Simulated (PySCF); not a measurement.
**A base run of AsF3 and its variants**

Aim: run a base script for AsF3, then edit it and compare.

The runs use PySCF 2.14.0; each script names its method and basis.

3 further runs of the same task are left out: 3 that didn't finish.

## 1. Where the work starts

AsF3: 4 atoms, charge 0, spin multiplicity 1.

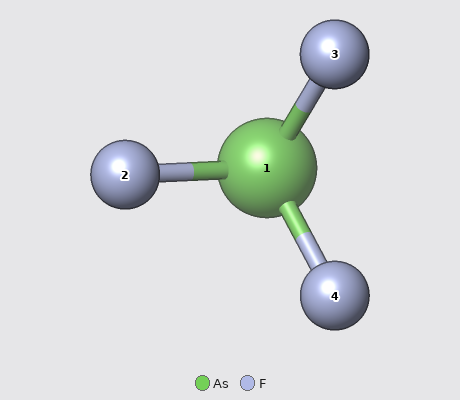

Start geometry, drawn with arsenic green, fluorine light blue; atoms are numbered from 1 in the order of the file.

Geometry (Å):

```mol
AsF3
  3D, bonds by distance, orders not assigned

  4  3  0  0  0  0  0  0  0  0999 V2000
    0.0000    0.0000    0.3821 As  0  0
    1.4710    0.0000   -0.5005 F   0  0
   -0.7355    1.2739   -0.5005 F   0  0
   -0.7355   -1.2739   -0.5005 F   0  0
  1  2  8  0
  1  3  8  0
  1  4  8  0
M  END
```

## 2. The run that the others are compared with

input.py reads:

```python
from pyscf import gto, scf, mp

mol = gto.M(
    atom='As 0 0 0.3821; F 1.471 0 -0.5005; F -0.7355 1.2739 -0.5005; F -0.7355 -1.2739 -0.5005',
    basis='crenbl',
    ecp={'As': 'crenbl', 'F': 'crenbl'},
    charge=0,
    spin=0,
    verbose=4,
)
mf = scf.RHF(mol)
mf.kernel()
mp.MP2(mf).kernel()
mf.dip_moment()
print('orbital energies (hartree):', mf.mo_energy[..., max(0, mol.nelec[1]-3):mol.nelec[0]+3].round(4))
```

Run with:

```console
$ OMP_NUM_THREADS=1 python input.py
```

Its log is not repeated here.

It gives: E(SCF) = -183.373255 Eh, 9 cycles, E(MP2) − E(SCF) = -0.76071 Eh, μ = 3.98 D (of the SCF density).

## 3. Stability test

Edit 1 changes step after the SCF: mp2 → stability.

input.py reads:

```python
from pyscf import gto, scf

mol = gto.M(
    atom='As 0 0 0.3821; F 1.471 0 -0.5005; F -0.7355 1.2739 -0.5005; F -0.7355 -1.2739 -0.5005',
    basis='crenbl',
    ecp={'As': 'crenbl', 'F': 'crenbl'},
    charge=0,
    spin=0,
    verbose=4,
)
mf = scf.RHF(mol)
mf.kernel()
mf.stability(internal=True, external=True)
mf.dip_moment()
print('orbital energies (hartree):', mf.mo_energy[..., max(0, mol.nelec[1]-3):mol.nelec[0]+3].round(4))
```

Run with:

```console
$ OMP_NUM_THREADS=1 python input.py
```

## 4. Level shift 0.3 hartree

Edit 2 changes level shift: none → 0.3 hartree.

input.py: that of step 2 with these lines changed.

```diff
@@ -11,2 +11,3 @@
 mf = scf.RHF(mol)
+mf.level_shift = 0.3
 mf.kernel()
```

Q: Predict the outcome of this session. Wanted: for each run, E(SCF); from base; gap; SCF dipole; after the SCF.

The runs gave:

```tsv
run	E(SCF) (hartree)	from base (eV)	cycles	gap (eV)	SCF dipole (D)	after the SCF
base	-183.373255	0	9	15.76	3.98	MP2 correlation -20.700 eV
stability test	-183.373255	0.0000	9	15.76	3.98	stable
level shift 0.3 hartree	-183.373255	0.0000	12	15.76	3.98	MP2 correlation -20.700 eV
```

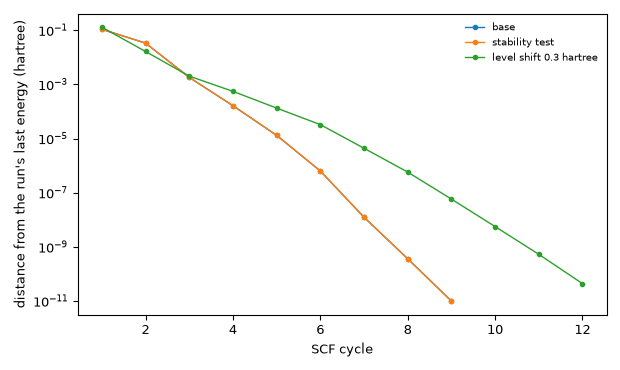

How each run approaches its own final energy.

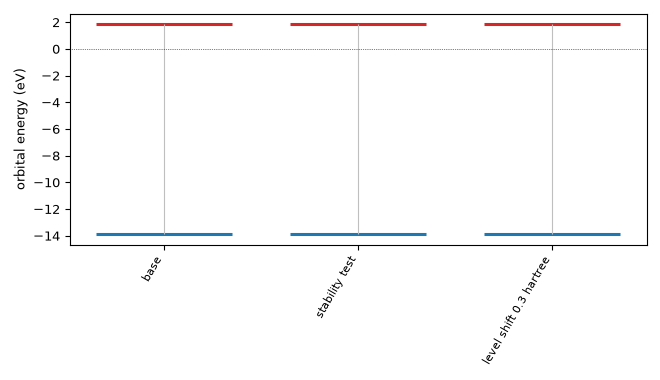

Frontier levels by run: filled blue, empty red.

What this shows: With level shift 0.3 hartree the SCF ends at the base energy. The base needs 9 cycles and the run with level shift 0.3 hartree needs 12.
